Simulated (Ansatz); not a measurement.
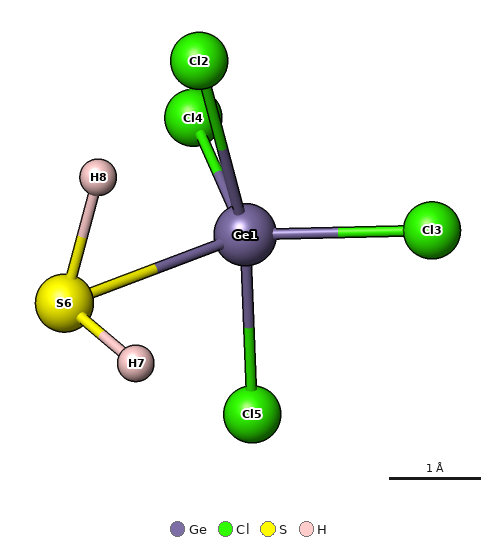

Fig. 1: The structure (ball-and-stick view, seen at a tilt; atoms are numbered from 1 in the order of the input). Sticks mark near contacts. Bond lengths as drawn: Cl–Ge 2.18 to 2.59 Å, Ge–S 2.51 Å and H–S 1.37 to 1.54 Å.

**GeH2SCl4: frequency calculation**

GeH2SCl4, computed with RKS BLYP-D4/def2-SVP (Ansatz 0.2.0).

It belongs to a series of runs on one base structure; here: vibrations at the highest image of the band. Figures and captions count atoms from 1; the log counts them from 0 in places.

**The input**
```yaml
crystal:
  periodic: [false, false, false]
  atoms:
    - { symbol: Ge, position_ang: [-0.403252, 0.085886, -0.207501] }
    - { symbol: Cl, position_ang: [-0.175384, 0.846438, 2.261482] }
    - { symbol: Cl, position_ang: [1.45675, -1.035485, 0.078474] }
    - { symbol: Cl, position_ang: [-0.312039, 2.162867, -0.856319] }
    - { symbol: Cl, position_ang: [-1.085183, -0.916806, -2.074376] }
    - { symbol: S, position_ang: [-2.601344, -0.453866, 0.879208] }
    - { symbol: H, position_ang: [-2.201718, -1.72908, 1.162618] }
    - { symbol: H, position_ang: [-1.72723, 0.167246, 1.989016] }
basis:
  gaussian: { orbitals: def2-SVP }
hamiltonian:
  xc: blyp
  dispersion: d4
phonons: {}
```

Machine: 4 threads of Arm Neoverse V1, 24 GiB of memory available, shared host.

Command:
```bash
ansatz run input.yaml --threads 4 --pin off --max-ram 5120MiB --backend cpu --events-out ev --progress --plain --runs-dir out
```

**The program's output**
```
Engine: ansatz 0.2.0, aarch64-unknown-linux-gnu
Functional definition: BLYP
  parameter beta = 0.0042
  parameter a = 0.04918
  parameter b = 0.132
  parameter c = 0.2533
  parameter d = 0.349
  exchange = b88_x(beta = beta)
  correlation = lyp_c(a = a, b = b, c = c, d = d)
1452 factors; their error is unknown
mean field evaluation 1: about -117452.3169 eV, gradient 3.4e1 eV
mean field evaluation 2: about -117443.6633 eV, gradient 6.9e1 eV
mean field evaluation 4: about -117454.5368 eV, gradient 4.8e0 eV
mean field evaluation 8: about -117454.6080 eV, gradient 3.2e-1 eV
mean field evaluation 16: about -117454.5084 eV, gradient 3.9e-4 eV
mean field -117454.50842244 eV, -4316.3735709993 hartree, gradient 5.0e-5 eV, S^2 0.000000; 0 other end points of the search recorded, 0 dependent functions left out
the calculation of the forces begins
reference -117454.50877445 eV, -4316.3735839355 hartree; 59, 59 occupied and 73, 73 virtual orbitals, 1452 factors
these checks for a lower state are left out or cut short: stability, starts, cluster_reference, orbital_swaps, neighbouring_geometries, increment
1452 factors; their error is unknown
mean field -117454.50836200 eV, -4316.3735687783 hartree, gradient 2.9e-6 eV, S^2 0.000000; 0 other end points of the search recorded, 0 dependent functions left out
[... from here on the field's lines of each further geometry are left out, up to the last ...]
the calculation of the forces begins
reference -117454.50879661 eV, -4316.3735847500 hartree; 59, 59 occupied and 73, 73 virtual orbitals, 1452 factors
these checks for a lower state are left out or cut short: stability, starts, cluster_reference, orbital_swaps, neighbouring_geometries, increment
1452 factors; their error is unknown
mean field -117454.50836616 eV, -4316.3735689313 hartree, gradient 1.5e-6 eV, S^2 0.000000; 0 other end points of the search recorded, 0 dependent functions left out
the calculation of the forces begins
reference -117454.50871815 eV, -4316.3735818664 hartree; 59, 59 occupied and 73, 73 virtual orbitals, 1452 factors
WARN: phonons: modes at or below zero, which the zero-point energy, F, S and C_V leave out: 1, the lowest at -400.42 cm⁻¹. A minimum has none, and a first-order saddle one
Total energy: -117455.35061103 eV, -4316.4045208594 hartree
Atom 0 at    -0.403252     0.085886    -0.207501 Å, force    -0.013144    -0.005865     0.006888 eV/Å
Atom 1 at    -0.175384     0.846438     2.261482 Å, force    -0.002857     0.003750     0.001138 eV/Å
Atom 2 at     1.456750    -1.035485     0.078474 Å, force    -0.004941    -0.002462    -0.000872 eV/Å
Atom 3 at    -0.312039     2.162867    -0.856319 Å, force     0.003618     0.004366    -0.006341 eV/Å
Atom 4 at    -1.085183    -0.916806    -2.074376 Å, force     0.002921     0.004209    -0.000511 eV/Å
Atom 5 at    -2.601344    -0.453866     0.879208 Å, force     0.010376    -0.000960    -0.005014 eV/Å
Atom 6 at    -2.201718    -1.729080     1.162618 Å, force     0.001060    -0.001553     0.000443 eV/Å
Atom 7 at    -1.727230     0.167246     1.989016 Å, force     0.002967    -0.001484     0.004269 eV/Å
Dipole moment:    -0.484041    -0.310543     0.265681 e Å
Vibrations: -400.42 19.29 82.91 138.00 155.01 161.94 177.76 218.81 260.57 305.82 356.43 364.02 419.94 519.87 584.30 1018.91 1247.55 2574.20 cm⁻¹, zero-point energy 0.533463 eV
```

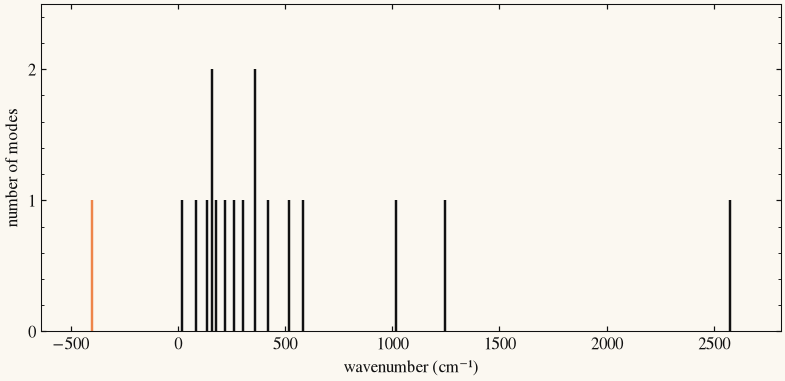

Fig. 2: Harmonic vibrational wavenumbers from the force constants; neighbouring modes closer than 14 cm⁻¹ are counted in one stick, and imaginary ones are drawn at negative wavenumbers. 18 modes from 400i to 2574 cm⁻¹, 1 imaginary beyond 8i (400i cm⁻¹): a first-order saddle point, if the geometry is stationary.

**Results in brief**

```tsv
quantity	value
outcome	converged
total energy	−117455.3506 eV
mean-field energy	−117454.5088 eV
largest force (length of the vector)	0.016 eV/Å
wall time	55 s (CPU time 3.5 min)
peak memory	0.22 GiB
```
